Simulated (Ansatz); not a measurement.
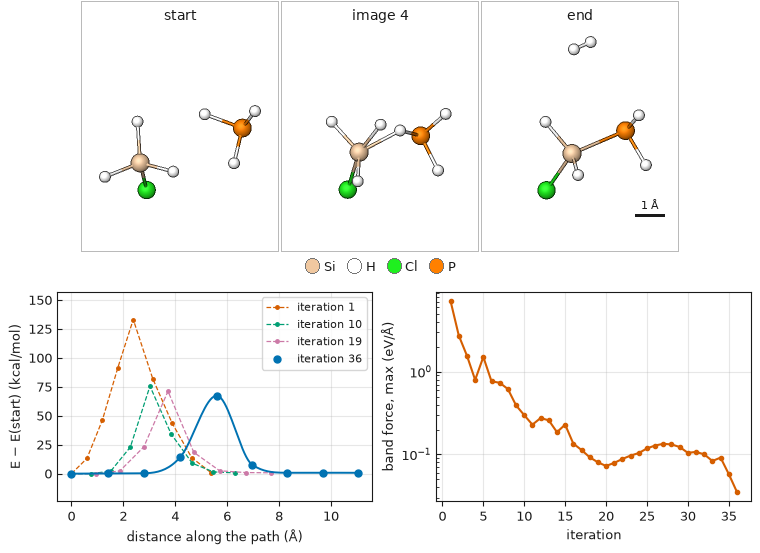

A nudged-elastic-band calculation for SiPH6Cl, made up at the start of SiH3Cl and PH₃. Images are numbered from 0 (start) to 8 (end). The plot follows the band through its iterations. The picture is a ball-and-stick view, seen from a free direction.

Level of theory: RKS B3LYP-D4/6-31G* (Ansatz 0.2.0). Run with 7 movable images; climbing image; force threshold 0.05 eV/Å; iteration limit 60; starting path through a guess of the saddle point.

### How did the profile develop, and is the result final?

The result is final at these settings. The band converged in 36 iterations. The largest component of the band force went from 7.1 to 0.035 eV/Å. The climbing image converged on the top of the path. Its vibrational analysis gives one imaginary mode (1325i cm⁻¹), as a transition state must have. The first iteration put the highest image at 133.2 kcal/mol. The highest point, image 4, lies 67.4 kcal/mol above the start and 66.6 kcal/mol above the end; the end is at +0.8 kcal/mol relative to the start.

Limits of the set-up: the start holds two separate molecules, 2.8 Å apart at their closest, whose relative position is a soft coordinate.

The run took 11 min on 1 thread of Arm Neoverse V2, with other jobs on the host, peak memory 0.14 GiB.
